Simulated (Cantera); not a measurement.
A closed system holds: 1 mol Si₂Cl₆, 0.41 mol HCl, 110 mol H₂, equilibrated at 825 °C.

Cantera equilibrium calculation (NASA polynomials, part measured and part estimated; ideal gas, pure solids and liquids). Candidate condensed phases: Si; 19 gas species. The feed counts by its element totals alone. The tables' values for SiCl₃ are old estimates; treat these amounts as uncertain. Kinetics and transport are ignored.

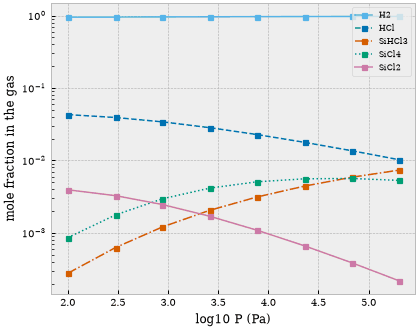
Equilibrium gas composition (values under 1e-9 drawn at 1e-9)

### Question
Read off the mole fractions at 2600 Pa.

### Answer
H₂ about 0.96, HCl about 0.028, SiCl₄ about 0.0041, SiHCl₃ about 0.0020, SiCl₂ about 0.0017.
